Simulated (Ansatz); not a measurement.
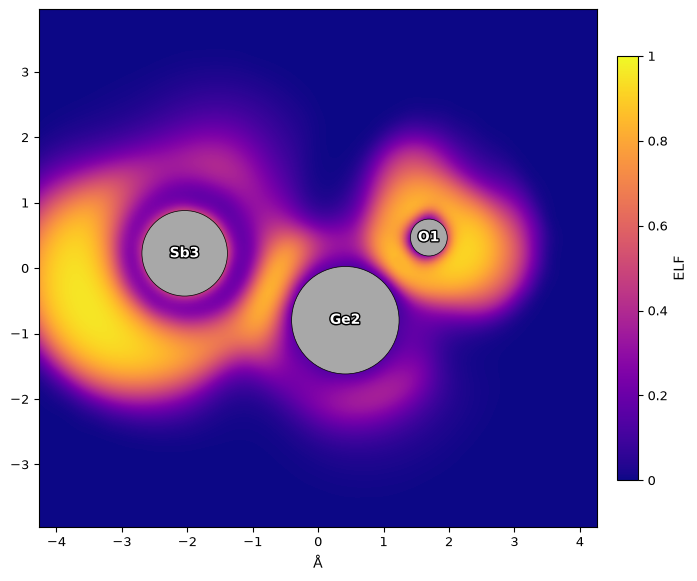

GeH₅OSb. Electron localisation function on the plane of atoms O1, Ge2 and Sb3. Grey discs cover the atomic cores.

Core potentials replace the inner electrons of Sb.

Theory: Ansatz 0.2.0, RKS B3LYP-D4/def2-SVP.

Input

```
crystal:
  periodic: [false, false, false]
  atoms:
    - { symbol: O, position_ang: [-1.889, 0.5029, -0.4616] }
    - { symbol: Ge, position_ang: [-0.2471, 0.7389, 0.0662] }
    - { symbol: Sb, position_ang: [1.0612, -1.4131, -0.5029] }
    - { symbol: H, position_ang: [-1.7943, 0.3723, -1.4471] }
    - { symbol: H, position_ang: [0.3997, 1.9429, -0.6796] }
    - { symbol: H, position_ang: [-0.2142, 1.0006, 1.5963] }
    - { symbol: H, position_ang: [-0.2433, -2.03199, -1.48696] }
    - { symbol: H, position_ang: [1.83353, -0.61838, -1.95032] }
basis:
  gaussian: { orbitals: def2-SVP }
hamiltonian:
  xc: b3lyp
  dispersion: d4
relax:
  f_tol: 0.015
  max_steps: 40
output:
  orbitals: {}
```

Run with:

```sh
ansatz run input.yaml --threads 2 --pin off --max-ram 3072MiB --backend cpu --events-out ev --progress --plain --runs-dir out
```

The fields are those of the run's last geometry, not of the input's.

Q: Interpret the plot.

A: The section cuts through O, Ge and Sb sites. Ge–O (1.80 Å): the ELF peaks at about 0.85 in the valence shell of O, 0.7 Å from its nucleus, and is about 0.30 at the midpoint. Ge–Sb (2.66 Å): the ELF peaks at about 0.80 between the atoms (localised, covalent bonding). The ELF also peaks beside O1, away from the bonds: lone-pair regions.
